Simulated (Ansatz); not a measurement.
# Calculations on Si2H5OCl2F

Part 1: Relaxation

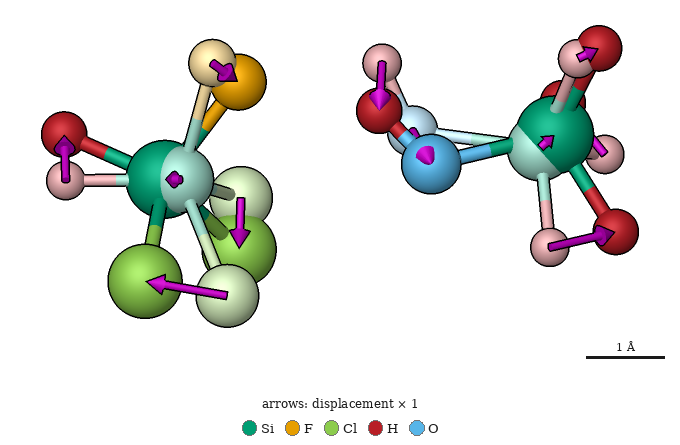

A relaxation of Si₂H₅OCl₂F. The starting structure is drawn faded, the final one solid; purple arrows show the displacements, at their true length. The two geometries are superimposed by the best rigid fit.

Style: ball-and-stick. Shown at a tilt.

The run prepares an end point of a later path (reaction) calculation, from a guessed geometry.

These are results of RKS B3LYP/cc-pVDZ (Ansatz 0.2.0), not measurements. Settings: no spin polarisation; force threshold 0.03 eV/Å; at most 50 steps.

**Describe the change and its energy.**

The largest move after the best rigid fit is that of a Cl atom, 1.08 Å. By element the largest moves are Cl 1.08 Å, H 1.02 Å, O 0.97 Å, F 0.47 Å, Si 0.26 Å. Near-neighbour distances that change, for instance: F–Si 1.663 → 1.649 Å, O–Si 1.696 → 1.689 Å. Among the angles between lasting bonds that change: F–Si–Cl 110.8° → 108.1°, Cl–Si–H 108.4° → 110.9°, O–Si–H 107.8° → 105.5°. Groups turn about O–Si by about 50°. The energy falls by 1.64 kcal/mol in 22 accepted moves (24 points after the start). Largest force component: 0.4 eV/Å at the start, 0.02 eV/Å at the end. The line search rejected the trial steps at points 8, 19 of the run. The forces were under the threshold at step 17, but the run went on from there.

Part 2: Relaxation

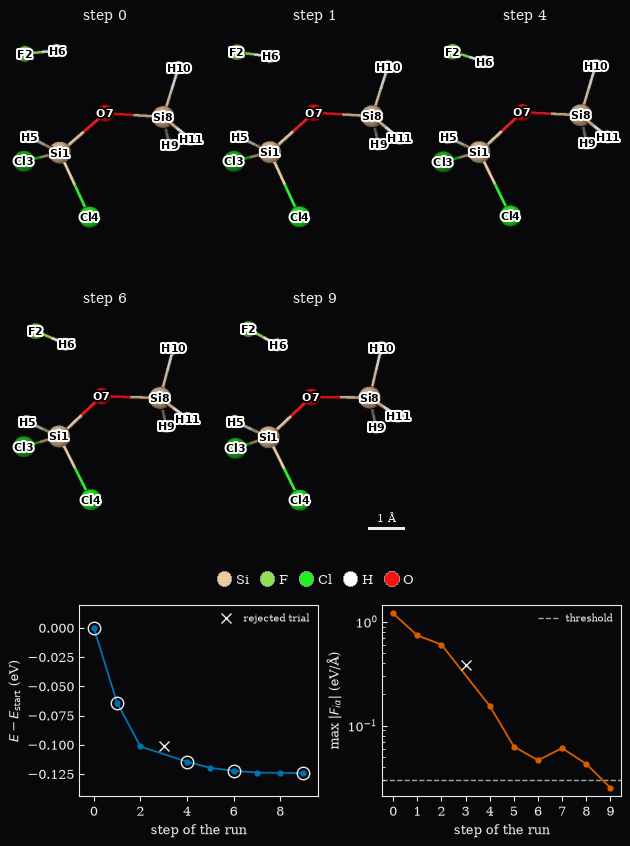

Frames of a relaxation of Si2H5OCl2F, marked on the history of the run. The picture is a ball-and-stick view, seen face on.

The run prepares an end point of a later path (reaction) calculation, from a guessed geometry.

All numbers below come from RKS B3LYP/cc-pVDZ (Ansatz 0.2.0).

Input file:
```yaml
crystal:
  periodic: [false, false, false]
  atoms:
    - { symbol: Si, position_ang: [-0.606502, 0.64346, -1.137424] }
    - { symbol: F, position_ang: [2.098712, 1.841585, -0.765901] }
    - { symbol: Cl, position_ang: [0.241056, -0.305795, -2.775867] }
    - { symbol: Cl, position_ang: [-2.625543, 0.112556, -1.042259] }
    - { symbol: H, position_ang: [-0.506733, 2.107559, -1.220088] }
    - { symbol: H, position_ang: [2.033271, 1.269884, -0.054868] }
    - { symbol: O, position_ang: [0.147981, 0.068715, 0.305083] }
    - { symbol: Si, position_ang: [-0.149856, -1.17874, 1.43042] }
    - { symbol: H, position_ang: [-0.301427, -2.488757, 0.729336] }
    - { symbol: H, position_ang: [1.050394, -1.190163, 2.31293] }
    - { symbol: H, position_ang: [-1.381454, -0.880204, 2.218638] }
basis:
  gaussian: { orbitals: cc-pVDZ }
hamiltonian:
  xc: b3lyp
relax:
  f_tol: 0.03
  max_steps: 50
```

Run as
```bash
ansatz run input.yaml --threads 4 --pin off --max-ram 5120MiB --backend cpu --events-out ev --progress --plain --runs-dir out
```

### What happens along the run?

H6 moves most after the best rigid fit: 0.46 Å. By element the largest moves are H 0.46 Å, F 0.44 Å, Cl 0.14 Å, Si 0.12 Å, O 0.12 Å. Among the contacts that change: Si1–O7 1.726 → 1.677 Å, F2–H6 0.915 → 0.939 Å, O7–Si8 1.706 → 1.721 Å. The energy falls by 0.124 eV in 8 accepted moves (9 points after the start). The largest force component goes from 1.2 to 0.025 eV/Å. The line search rejected the trial step at point 3 of the run. Cost: 48 s on 4 threads of Arm Neoverse N1, on a shared host, peak memory 0.36 GiB. From step 0 to 1: H6 moves most (0.19 Å), energy −0.064 eV. From step 1 to 4: H6 moves most (0.19 Å), energy −0.050 eV. From step 4 to 6: F2 moves most (0.14 Å), energy −0.008 eV. From step 6 to 9: F2 moves most (0.12 Å), energy −0.002 eV.

Limits of the set-up: the start holds two separate molecules, 2.3 Å apart at their closest, whose relative position is a soft coordinate and is computed without a dispersion correction.

Part 3: Path

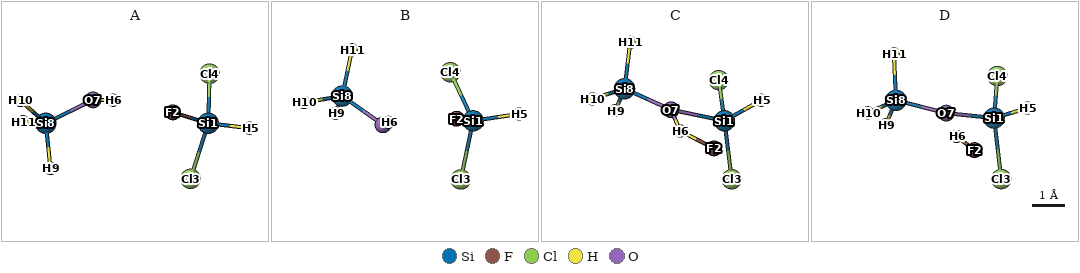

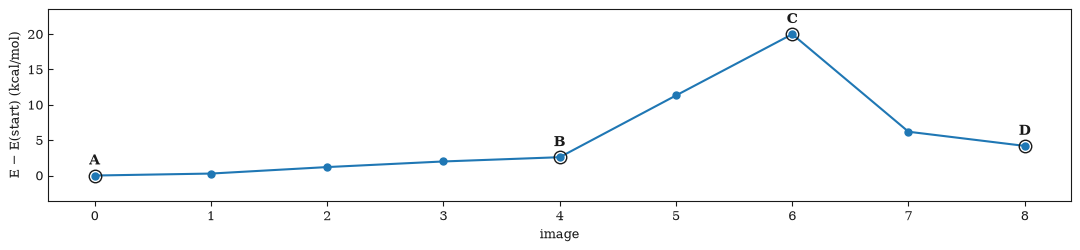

NEB run on Si2H5OCl2F. Images are numbered from 0 (start) to 8 (end). Frames A to D are images 0, 4, 6, 8. Style: ball-and-stick. Shown face on.

Level of theory: RKS B3LYP/cc-pVDZ (Ansatz). Run with 7 movable images; climbing image; force threshold 0.05 eV/Å; iteration limit 60; starting path through a guess of the saddle point.

Question: What happens along the path, and what is the barrier?

Answer: The energy climbs by 20.0 kcal/mol to image 6 and then falls by 15.8 kcal/mol, so the end point sits at +4.2 kcal/mol. Breaking: H6–O7 (0.97 → 1.15 at the top → 1.77 Å), Si1–F2 (1.65 → 1.94 at the top → 3.13 Å). Forming: F2–H6 (2.00 → 1.23 at the top → 0.94 Å), Si1–O7 (3.72 → 1.81 at the top → 1.68 Å). The band converged in 26 iterations, with a climbing image at the top. At the top, the vibrational analysis gives one imaginary mode (718i cm⁻¹), as a transition state must have.
